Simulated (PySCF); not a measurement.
# B₄⁺: structure of the doublet

Where does doublet B₄⁺ go from a tetrahedron start, is the end point a minimum, and what are its modes, charges and moments?

Method: PBE0, basis B def2-TZVP, no relativity, density fitting; program: PySCF 2.14.0.

## (1) Where the work starts

4 atoms, charge 1, spin multiplicity 2.

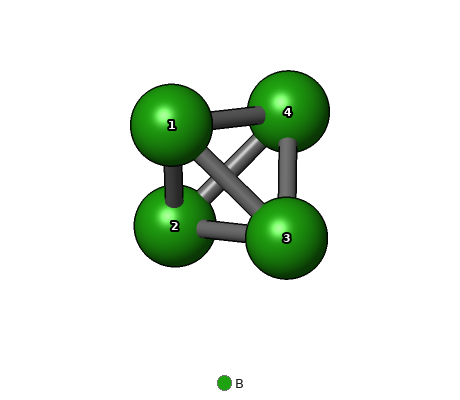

As it starts; boron green; atoms are numbered from 1 in the order of the file.

```xyz
4
charge 1 multiplicity 2
B     0.6010    0.6010    0.6010
B     0.6010   -0.6010   -0.6010
B    -0.6010    0.6010   -0.6010
B    -0.6010   -0.6010    0.6010
```

## (2) Finding the electronic state

One driver script runs all steps and calls PySCF; scf.py shows how it sets up the SCF of each step. The optimiser is the driver's own. After this first run the driver tries any further starts and a stability analysis.

scf.py

```python
from pyscf import gto, scf, dft
mol = gto.M(atom='''
B      0.601000     0.601000     0.601000
B      0.601000    -0.601000    -0.601000
B     -0.601000     0.601000    -0.601000
B     -0.601000    -0.601000     0.601000''',
    basis={'B': 'def2-TZVP'},
    charge=1, spin=1)
mf = dft.UKS(mol, xc='PBE0')
mf.grids.atom_grid = (50, 194)
aux = {'B': 'def2-universal-JKFIT'}
mf = mf.density_fit(auxbasis=aux)
mf.conv_tol = 1e-08
mf.diis_space = 10
mf.max_cycle = 60
mf.init_guess = 'minao'
mf.verbose = 4
mf.kernel()
```

Command:

```console
> OMP_NUM_THREADS=4 python axn.py task.json out
```

Output (excerpt; [...] marks lines left out):

```text
[... the frontier levels of the middle cycles are left out ...]
init E= -99.6735403637692
[... the frontier-level lines of each cycle are left out ...]
cycle= 1 E= -98.5593151825453  delta_E= 1.11  |g|= 0.157  |ddm|=  1.3
cycle= 2 E= -98.5616737646656  delta_E= -0.00236  |g|= 0.178  |ddm|= 0.504
cycle= 3 E= -98.5733481111303  delta_E= -0.0117  |g|= 0.138  |ddm|= 0.302
cycle= 4 E= -98.5892621691652  delta_E= -0.0159  |g|= 0.0233  |ddm|= 0.129
cycle= 5 E= -98.5907455235709  delta_E= -0.00148  |g|= 0.0213  |ddm|= 0.0546
cycle= 6 E= -98.5923595893833  delta_E= -0.00161  |g|= 0.015  |ddm|= 0.0548
cycle= 7 E= -98.5941989258387  delta_E= -0.00184  |g|= 0.0138  |ddm|= 0.068
cycle= 8 E= -98.5952709319911  delta_E= -0.00107  |g|= 0.0138  |ddm|= 0.0415
cycle= 9 E= -98.5966858507093  delta_E= -0.00141  |g|= 0.0132  |ddm|= 0.0567
cycle= 10 E= -98.599811238615  delta_E= -0.00313  |g|= 0.0107  |ddm|= 0.141
cycle= 11 E= -98.6021511802753  delta_E= -0.00234  |g|= 0.0069  |ddm|= 0.16
cycle= 12 E= -98.6022511930182  delta_E= -0.0001  |g|= 0.00753  |ddm|= 0.0312
cycle= 13 E= -98.6027997392003  delta_E= -0.000549  |g|= 0.00298  |ddm|= 0.0814
cycle= 14 E= -98.6029023824362  delta_E= -0.000103  |g|= 0.00245  |ddm|= 0.0383
[... 9 cycles left out ...]
cycle= 24 E= -98.6031220070217  delta_E= -1.31e-05  |g|= 0.000497  |ddm|= 0.016
cycle= 25 E= -98.6031343788674  delta_E= -1.24e-05  |g|= 0.000448  |ddm|= 0.0174
cycle= 26 E= -98.6031529856805  delta_E= -1.86e-05  |g|= 0.000334  |ddm|= 0.0318
cycle= 27 E= -98.6031610399095  delta_E= -8.05e-06  |g|= 0.000232  |ddm|= 0.0216
cycle= 28 E= -98.6031634189506  delta_E= -2.38e-06  |g|= 0.000154  |ddm|= 0.0116
cycle= 29 E= -98.6031639752233  delta_E= -5.56e-07  |g|= 0.00021  |ddm|= 0.00306
cycle= 30 E= -98.6031644183546  delta_E= -4.43e-07  |g|= 0.000117  |ddm|= 0.00537
cycle= 31 E= -98.6031646961708  delta_E= -2.78e-07  |g|= 0.000106  |ddm|= 0.00188
cycle= 32 E= -98.6031649983163  delta_E= -3.02e-07  |g|= 7e-05  |ddm|= 0.0026
cycle= 33 E= -98.6031651357833  delta_E= -1.37e-07  |g|= 9.58e-05  |ddm|= 0.00216
cycle= 34 E= -98.6031651969911  delta_E= -6.12e-08  |g|= 5.53e-05  |ddm|= 0.00112
cycle= 35 E= -98.6031652397116  delta_E= -4.27e-08  |g|= 2.47e-05  |ddm|= 0.00141
cycle= 36 E= -98.603165255475  delta_E= -1.58e-08  |g|= 1.59e-05  |ddm|= 0.000713
cycle= 37 E= -98.6031652619568  delta_E= -6.48e-09  |g|= 9.39e-06  |ddm|= 0.000406
Extra cycle  E= -98.6031652625133  delta_E= -5.56e-10  |g|= 8.02e-06  |ddm|= 4.26e-05
converged SCF energy = -98.6031652625133  <S^2> = 1.3319462  2S+1 = 2.5155088
```

This step, with its further starts and checks, needed 12 s of wall time on 4 threads of Intel Xeon Platinum 8488C (Sapphire Rapids), shared host.

The starts that the driver tried:

```
                      start  energy (Eh)
    the minimal-basis guess   -98.603165
a thermally smeared density   -98.602778
      a smeared PBE density   -98.589567
```

No lower solution of this spin turned up from the other starts or in the test of internal stability.

## (3) Relaxation: tetrahedron start, doublet

The program finds Td symmetry in the start, which this walk keeps. The walk stops when the largest gradient is under 0.0003 Eh/bohr and the energy has settled too.

Changes to scf.py since step 2:

```diff
@@ -16 +15,0 @@
-mf.init_guess = 'minao'
```

Energy and gradient, step by step:

```
step  energy (Eh)  change (kJ/mol)  largest symmetric gradient (Eh/bohr)
   0   -98.603165             0.00                               0.01110
   1   -98.604502            -3.51                               0.00624
   2   -98.605065            -4.99                               0.00066
   3   -98.605071            -5.00                               0.00004
```

The walk took 6 s.

Geometry (Å) and forces (eV/Å) at some steps, with the part that breaks the symmetry left in:

```
step 0
B    0.601   0.601   0.601  -1.074  -1.074  -0.007
B    0.601  -0.601  -0.601   0.281  -1.192   0.918
B   -0.601   0.601  -0.601  -1.191   0.280   0.918
B   -0.601  -0.601   0.601   1.985   1.986  -1.829
step 1
B    0.594   0.594   0.594  -0.772  -0.772   0.183
B    0.594  -0.594  -0.594   0.540  -1.454   0.731
B   -0.594   0.594  -0.594  -1.454   0.540   0.731
B   -0.594  -0.594   0.594   1.686   1.686  -1.645
step 2
B    0.586   0.586   0.586  -0.329  -0.329   0.427
B    0.586  -0.586  -0.586   0.910  -1.817   0.480
B   -0.586   0.586  -0.586  -1.817   0.910   0.480
B   -0.586  -0.586   0.586   1.235   1.235  -1.386
step 3
B    0.586   0.586   0.586  -0.373  -0.373   0.403
B    0.586  -0.586  -0.586   0.872  -1.780   0.504
B   -0.586   0.586  -0.586  -1.780   0.872   0.504
B   -0.586  -0.586   0.586   1.281   1.281  -1.412
```

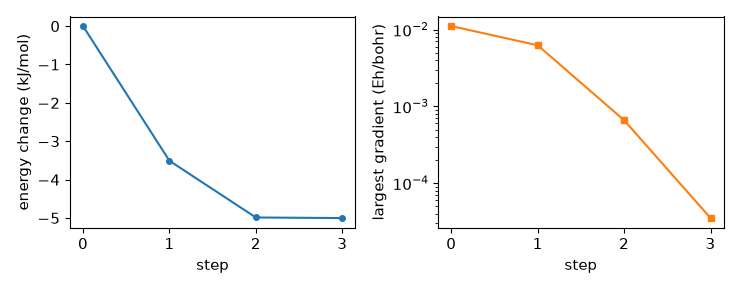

How energy and gradient fall.

After 3 steps and 5.0 kJ/mol it ends at Td: B–B 1.659 Å (×6); B–B–B 60.0° (×12). A gradient of 0.0347 Eh/bohr that breaks the symmetry is left: this electronic state wants a lower symmetry.

## (4) Relaxing without the symmetry constraint

The geometry is nudged along the force that breaks the symmetry.

The program finds Cs symmetry in the start, which may break.

Changes to scf.py since step 3:

```diff
@@ -3,4 +3,4 @@
-B      0.601000     0.601000     0.601000
-B      0.601000    -0.601000    -0.601000
-B     -0.601000     0.601000    -0.601000
-B     -0.601000    -0.601000     0.601000''',
+B      0.552100     0.552100     0.602793
+B      0.631137    -0.641618    -0.562103
+B     -0.641618     0.631137    -0.562102
+B     -0.541618    -0.541618     0.521412''',
```

Energy and gradient, step by step:

```
step  energy (Eh)  change (kJ/mol)  largest gradient (Eh/bohr)
   0   -98.617363             0.00                     0.01438
   1   -98.618514            -3.02                     0.00915
   2   -98.619403            -5.35                     0.00166
   3   -98.619473            -5.54                     0.00165
   4   -98.619498            -5.60                     0.00082
   5   -98.619502            -5.61                     0.00023
   6   -98.619502            -5.61                     0.00003
```

The walk took 10 s.

Geometry (Å) and forces (eV/Å) at some steps:

```
step 0
B    0.552   0.552   0.603   0.146   0.146   0.357
B    0.631  -0.642  -0.562   0.718  -0.739  -0.329
B   -0.642   0.631  -0.562  -0.739   0.718  -0.329
B   -0.542  -0.542   0.521  -0.125  -0.125   0.301
step 1
B    0.553   0.553   0.604   0.041   0.041   0.191
B    0.644  -0.655  -0.563   0.446  -0.469  -0.164
B   -0.655   0.644  -0.563  -0.469   0.446  -0.164
B   -0.541  -0.541   0.521  -0.018  -0.018   0.137
step 3
B    0.552   0.552   0.603  -0.031  -0.031  -0.050
B    0.672  -0.686  -0.559   0.000  -0.012   0.069
B   -0.686   0.672  -0.559  -0.012   0.000   0.069
B   -0.539  -0.539   0.515   0.043   0.043  -0.089
step 6
B    0.552   0.552   0.599  -0.002  -0.002   0.005
B    0.677  -0.691  -0.554   0.001   0.003   0.000
B   -0.691   0.677  -0.554   0.003   0.001   0.000
B   -0.538  -0.538   0.509  -0.001  -0.001  -0.005
```

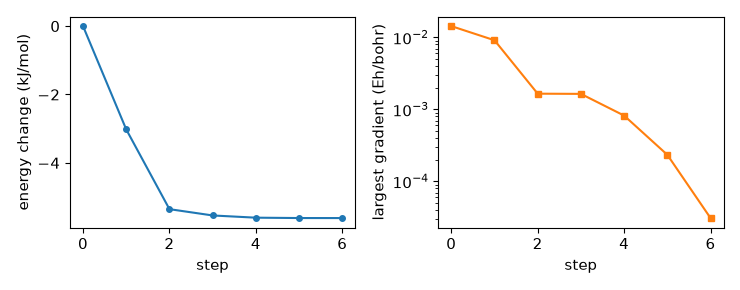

How energy and gradient fall.

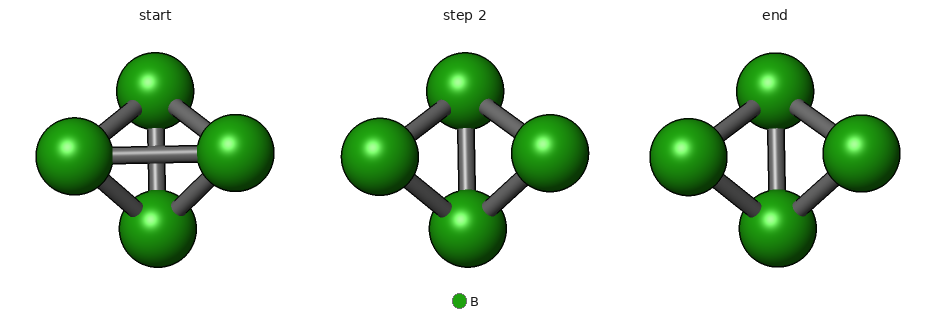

The geometry along the walk, at one scale.

End point (Cs, 6 steps, 5.6 kJ/mol gained): B–B 1.544 Å, B–B 1.621 Å (×2), B–B 1.700 Å (×2), B–B 1.934 Å; B–B–B 53.4° (×2), B–B–B 55.3° (×4), B–B–B 59.7° (×2), B–B–B 64.9° (×2), B–B–B 69.3°, B–B–B 73.3°.

## (5) Hessian and properties

The point is checked on the finer grid, and tightened if its gradient asks for it. The Hessian and the dipole derivatives come from central differences of analytic gradients, with steps of 0.02 bohr.

Changes to scf.py since step 4:

```diff
@@ -3,4 +3,4 @@
-B      0.552100     0.552100     0.602793
-B      0.631137    -0.641618    -0.562103
-B     -0.641618     0.631137    -0.562102
-B     -0.541618    -0.541618     0.521412''',
+B      0.552219     0.552219     0.599238
+B      0.676222    -0.690920    -0.554180
+B     -0.690920     0.676222    -0.554180
+B     -0.537521    -0.537521     0.509121''',
@@ -10 +10 @@
-mf.grids.atom_grid = (50, 194)
+mf.grids.atom_grid = (75, 302)
@@ -13 +13 @@
-mf.conv_tol = 1e-08
+mf.conv_tol = 1e-10
```

The driver hands on the density of the step before, so the log starts near convergence.

Log of the central SCF (cycles and frontier levels):

```text
init E= -98.6194852393721
[... the frontier-level lines of each cycle are left out ...]
cycle= 1 E= -98.6194852393758  delta_E= -3.69e-12  |g|= 8.42e-07  |ddm|= 3.22e-06
Extra cycle  E= -98.6194852393776  delta_E= -1.82e-12  |g|= 1.12e-06  |ddm|= 2.82e-06
converged SCF energy = -98.6194852393776  <S^2> = 1.3445711  2S+1 = 2.5255265
```

The whole step took 51 s.

Geometry: Cs; B–B 1.544 Å, B–B 1.621 Å (×2), B–B 1.700 Å (×2), B–B 1.933 Å; B–B–B 53.4° (×2), B–B–B 55.3° (×4), B–B–B 59.7° (×2), B–B–B 64.9° (×2), B–B–B 69.3°, B–B–B 73.2°.

Modes, for the most abundant isotopes:

```
symmetry  ω (cm⁻¹)  IR (km/mol)  μ (u)
      a'       337         27.2  11.01
      a'       412         15.0  11.01
     a''       443          1.8  11.01
     a''       787         23.0  11.01
      a'       821         42.7  11.01
      a'      1148          3.0  11.01
```

No imaginary mode, so this is a minimum.

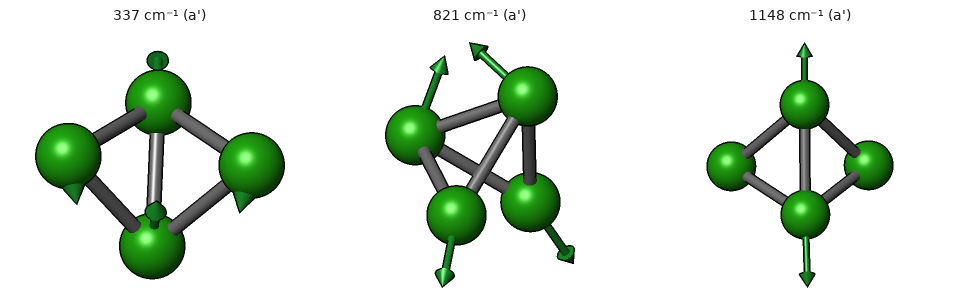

Displacements of 3 of the modes, as arrows (one member where a mode is degenerate).

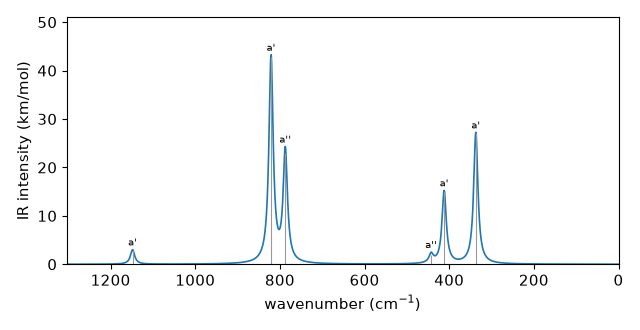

The harmonic infrared spectrum (widths in cm⁻¹). Lines are broadened to a width of 12 cm⁻¹ (Lorentzian).

Properties at this point:

```yaml
Dipole_moment_about_the_centre_of_mass: 0.54 D
Highest_occupied_level: -13.68 eV
Lowest_empty_level: -10.79 eV
Rotational_constants: 0.6326, 0.5131, 0.4824 cm⁻¹
Zero-point_energy: 23.6 kJ/mol
Principal_polarisabilities: 40.4, 47.4, 49.2 bohr³
Principal_traceless_quadrupole_moments_about_the_centre_of_mass: -0.56, 0.07, 0.48 D Å
Entropy_at_298.15_K_and_1_bar_electronic_part_spin_only: 267.6 J/(mol K)
Heat_capacity_Cp_at_298.15_K: 58.2 J/(mol K)
Enthalpy_at_298.15_K_above_0_K: 12.85 kJ/mol
Rotational_symmetry_number: 1
Spin_squared_⟨S²⟩: 1.345
```

Charges (e) and bond orders:

```json
{"atom": "B1", "Mulliken": "0.29", "Löwdin": "0.22", "polar tensor": "-0.03", "spin (Mulliken)": "-0.51", "Mayer order to B1": "–"}
{"atom": "B2,3", "Mulliken": "0.16", "Löwdin": "0.31", "polar tensor": "0.38", "spin (Mulliken)": "0.79", "Mayer order to B1": "0.95"}
{"atom": "B4", "Mulliken": "0.39", "Löwdin": "0.16", "polar tensor": "0.28", "spin (Mulliken)": "-0.08", "Mayer order to B1": "1.18"}
```

Mulliken populations on B1: s 3.06, p 1.55, d 0.09, f 0.01.

## (6) Results

```
                                          quantity                                                                                                                                                           value
                                           minimum                                                                                                                                                     doublet, Cs
                                          geometry  B–B 1.544 Å, B–B 1.621 Å (×2), B–B 1.700 Å (×2), B–B 1.933 Å; B–B–B 53.4° (×2), B–B–B 55.3° (×4), B–B–B 59.7° (×2), B–B–B 64.9° (×2), B–B–B 69.3°, B–B–B 73.2°
                                wavenumbers (cm⁻¹)                                                                                                   337 (a'), 412 (a'), 443 (a''), 787 (a''), 821 (a'), 1148 (a')
                    dipole moment (centre of mass)                                                                                                                                                          0.54 D
highest occupied, lowest empty level (either spin)                                                                                                                                               -13.68, -10.79 eV
                         polar-tensor charge of B1                                                                                                                                                         -0.03 e
                                 zero-point energy                                                                                                                                                     23.6 kJ/mol
                               entropy at 298.15 K                                                                                                                                                 267.6 J/(mol K)
                                              ⟨S²⟩                                                                                                                                                           1.345
```

In words: The tetrahedron start (Td) ends in a minimum of Cs symmetry. The determinant is spin-contaminated (⟨S²⟩ = 1.34 against 0.75), so it is no pure spin state. The strongest infrared band lies at 821 cm⁻¹ (a'). Only this shape and spin were tried, so other structures or states may lie lower.

The search up to here needed 80 s of wall time on 4 threads of Intel Xeon Platinum 8488C (Sapphire Rapids), shared host.
